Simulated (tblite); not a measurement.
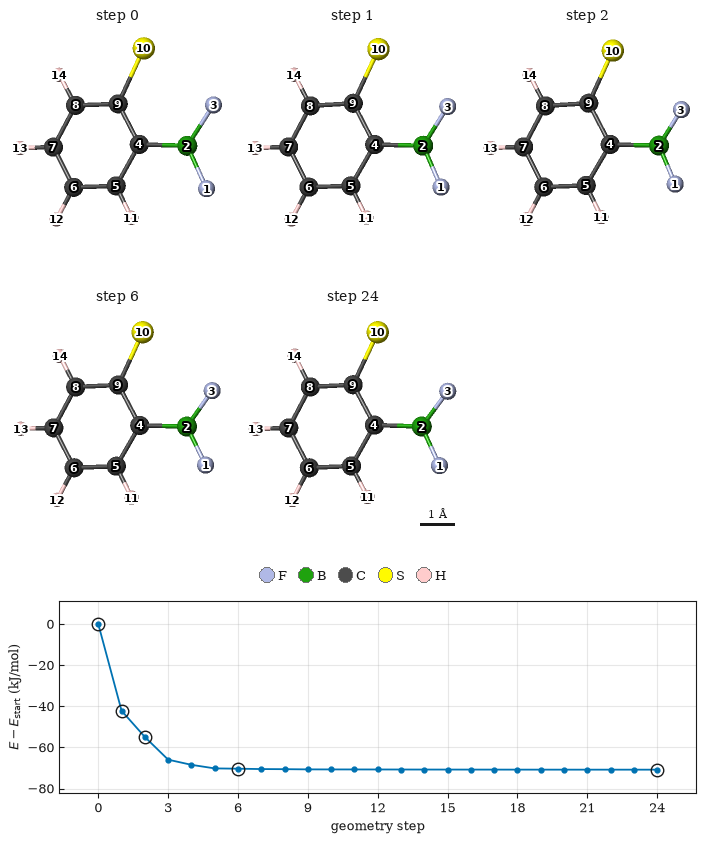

Frames of a relaxation of C₆H₄BF₂S (multiplicity 2), marked on the history of the run. Style: ball-and-stick. Shown at a tilt.

Method: GFN2-xTB geometry optimisation, gas phase (tblite). 

What happens along the run?

Over 24 geometry steps the energy falls by 70.8 kJ/mol. The atom that moves furthest after the best rigid fit is F3 (0.16 Å). By element the largest moves are F 0.16 Å, S 0.09 Å, H 0.07 Å, C 0.03 Å, B 0.02 Å. Some distances before and after: B2–F3 1.453 → 1.316 Å, C9–S10 1.808 → 1.717 Å, B2–C4 1.581 → 1.556 Å, C5–C6 1.400 → 1.383 Å. Among the angles between lasting bonds that change: F1–B2–F3 117.3° → 113.6°, F3–B2–C4 122.3° → 125.9°, C4–C5–H11 121.0° → 118.1°. From step 0 to 1: F atoms move most (0.05 Å), energy −42.2 kJ/mol. From step 1 to 2: F atoms move most (0.10 Å), energy −12.8 kJ/mol. From step 2 to 6: B2 moves most (0.07 Å), energy −15.4 kJ/mol. From step 6 to 24: F1 moves most (0.04 Å), energy −0.48 kJ/mol.

```json
{"step": "0", "E − E(0), kJ/mol": "0.00"}
{"step": "1", "E − E(0), kJ/mol": "-42.16"}
{"step": "2", "E − E(0), kJ/mol": "-54.92"}
{"step": "3", "E − E(0), kJ/mol": "-65.95"}
{"step": "4", "E − E(0), kJ/mol": "-68.46"}
{"step": "5", "E − E(0), kJ/mol": "-70.20"}
{"step": "6", "E − E(0), kJ/mol": "-70.34"}
{"step": "7", "E − E(0), kJ/mol": "-70.52"}
{"step": "8", "E − E(0), kJ/mol": "-70.57"}
{"step": "9", "E − E(0), kJ/mol": "-70.68"}
{"step": "10", "E − E(0), kJ/mol": "-70.70"}
{"step": "11", "E − E(0), kJ/mol": "-70.71"}
{"step": "12", "E − E(0), kJ/mol": "-70.72"}
{"step": "13", "E − E(0), kJ/mol": "-70.74"}
{"step": "14", "E − E(0), kJ/mol": "-70.76"}
{"step": "15", "E − E(0), kJ/mol": "-70.77"}
{"step": "16", "E − E(0), kJ/mol": "-70.78"}
{"step": "17", "E − E(0), kJ/mol": "-70.79"}
{"step": "18", "E − E(0), kJ/mol": "-70.80"}
{"step": "19", "E − E(0), kJ/mol": "-70.80"}
{"step": "20", "E − E(0), kJ/mol": "-70.81"}
{"step": "21", "E − E(0), kJ/mol": "-70.81"}
{"step": "22", "E − E(0), kJ/mol": "-70.81"}
{"step": "23", "E − E(0), kJ/mol": "-70.82"}
{"step": "24", "E − E(0), kJ/mol": "-70.82"}
```
